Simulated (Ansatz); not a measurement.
# AlFH₅N: what the fields show

The calculation's input:

```
crystal:
  periodic: [false, false, false]
  atoms:
    - { symbol: Al, position_ang: [0.014121, -0.193832, 0.157669] }
    - { symbol: "N", position_ang: [0.006157, -0.11833, 2.040459] }
    - { symbol: H, position_ang: [-0.802043, -0.425763, 2.584084] }
    - { symbol: H, position_ang: [0.862279, -0.235454, 2.585015] }
    - { symbol: H, position_ang: [1.448219, -0.1144, -0.540221] }
    - { symbol: H, position_ang: [-1.40094, -0.437748, -0.541508] }
    - { symbol: F, position_ang: [-0.3032, 2.59134, 0.811141] }
    - { symbol: H, position_ang: [-0.241593, 2.070687, 1.595561] }
basis:
  gaussian: { orbitals: "6-31G*" }
hamiltonian:
  xc: pbe
  dispersion: d4
relax:
  f_tol: 0.03
  max_steps: 50
output:
  orbitals: {}
```

Launched as:

```sh
ansatz run input.yaml --threads 1 --pin off --max-ram 2048MiB --backend cpu --events-out ev --progress --plain --runs-dir out
```

The fields are those of the run's last geometry, not of the input's.

All numbers below come from RKS PBE-D4/6-31G* in Ansatz 0.2.0.

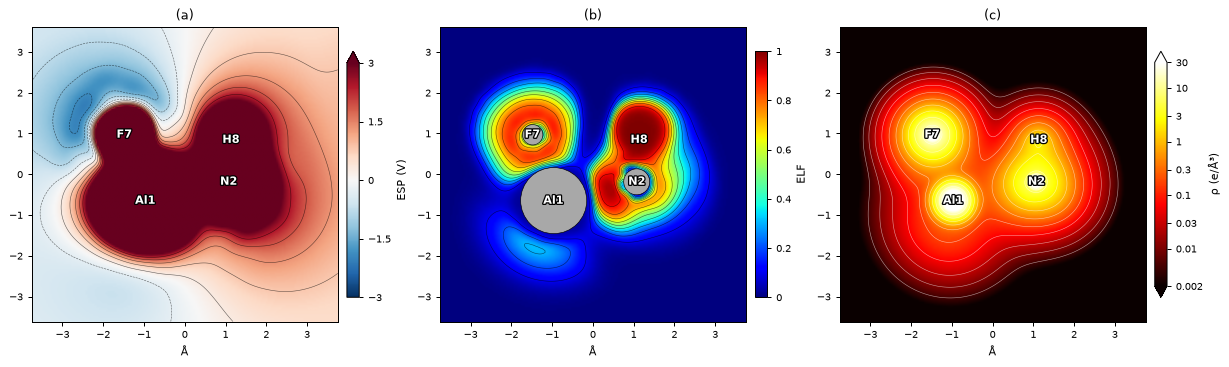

Figure 1. (a) molecular electrostatic potential; (b) ELF; (c) electron density on the plane of atoms N2, Al1 and F7. Grey discs cover the atomic cores in the ELF map.

### What does the map show?

The section cuts through Al, N, F and H sites. Al–F (1.70 Å): the density is about 0.77 e/Å³ at the midpoint; the ELF peaks at about 0.85 in the valence shell of F, 0.5 Å from its nucleus, and is about 0.30 at the midpoint. Al–N (2.09 Å): the density is about 0.44 e/Å³ at the midpoint; the ELF peaks at about 0.95 in the valence shell of N, 0.7 Å from its nucleus, and is about 0.75 at the midpoint. N–H (1.03 Å): the density is about 2.8 e/Å³ at the midpoint; the ELF climbs to about 1 towards the hydrogen, as it does in any bond to H: an ordinary covalent bond to hydrogen. The ELF also peaks beside F7, away from the bonds: lone-pair regions. Outside the dense part of the molecule the potential is most negative (−2.1 V) near F7.

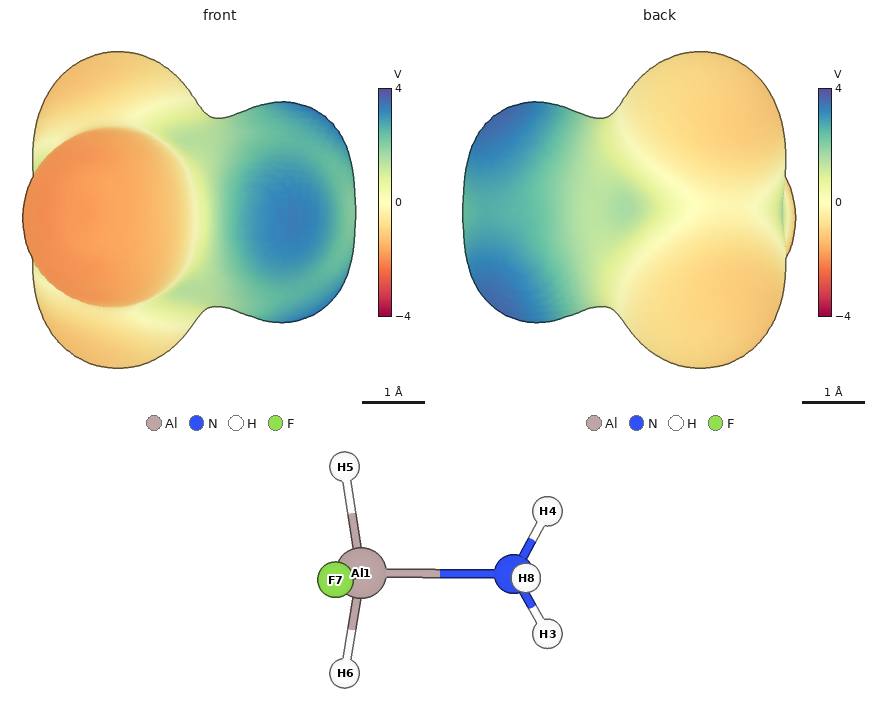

Figure 2. The electrostatic potential painted on the density surface at 0.004 e/bohr³, seen from the front and from behind; red is negative and blue positive. The bare structure is drawn below in the same view.

### Where is the surface potential most negative and most positive?

The most negative region (about −1.9 V, or −44 kcal/mol for a unit charge) lies over F7, the most positive (about +3.5 V, or +81 kcal/mol for a unit charge) over H3 and H4.

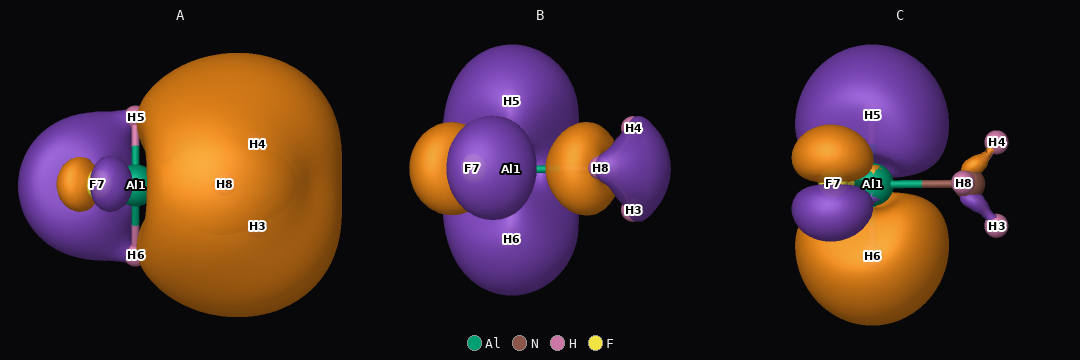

Figure 3. Three frontier orbitals at ±0.06 Å⁻³ᐟ² (orange and purple are the two phases), in no order.

### Order the three orbitals by energy and name them.

B is the HOMO−1 (−7.15 eV). It lies mainly on F7 (about 35 %), Al1 (about 25 %), H5 (about 15 %), H6 (about 15 %) and N2 (about 10 %). C is the HOMO (−5.95 eV). By Hirshfeld shares it lies mainly on Al1 (about 30 %), H5 (about 30 %), H6 (about 30 %) and F7 (about 10 %). A is the LUMO (−0.49 eV). It lies mainly on Al1 (about 25 %), N2 (about 20 %), H3 (about 15 %), H4 (about 15 %) and H8 (about 15 %).

### What is the HOMO–LUMO gap?

5.46 eV between the orbital energies.
